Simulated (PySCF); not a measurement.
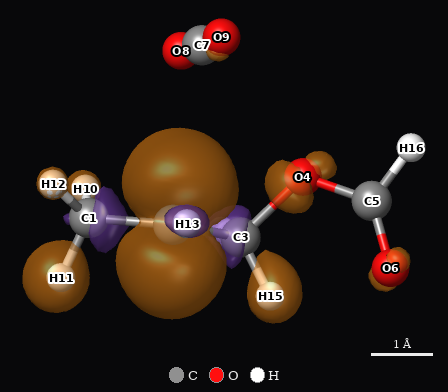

The picture shows: C5H7O4 (doublet). Isosurfaces of the spin density (α minus β) at +0.02 (orange) and −0.02 e/Å³ (purple), seen across its widest extent.

Geometry: GFN2-xTB; at this geometry the atoms fall into two loosely joined parts.

Level of theory: PySCF, UKS B3LYP, pcH-1 on C H O, non-relativistic, mean-field spin-orbit, GIAO.

```xyz
16

C    -1.9688   -0.6842    0.6081
C    -0.5368   -0.3853    0.7962
C     0.5018   -0.9029   -0.1099
O     1.3382    0.1833   -0.6019
C     2.5803    0.2450   -0.1666
O     3.1301   -0.5202    0.5687
C    -0.6921    2.0078   -1.0786
O    -1.1178    1.3390   -1.9038
O    -0.2915    2.7089   -0.2680
H    -2.2163   -0.7754   -0.4492
H    -2.2399   -1.6354    1.0834
H    -2.5896    0.0858    1.0626
H    -0.2160    0.1883    1.6487
H     0.0686   -1.3789   -0.9926
H     1.1842   -1.6059    0.3956
H     3.0582    1.1390   -0.6038
```

Describe the spin distribution.

The unpaired spin (1 electron) lies mostly on C2 (about 0.7), in electrons by Hirshfeld's partition.
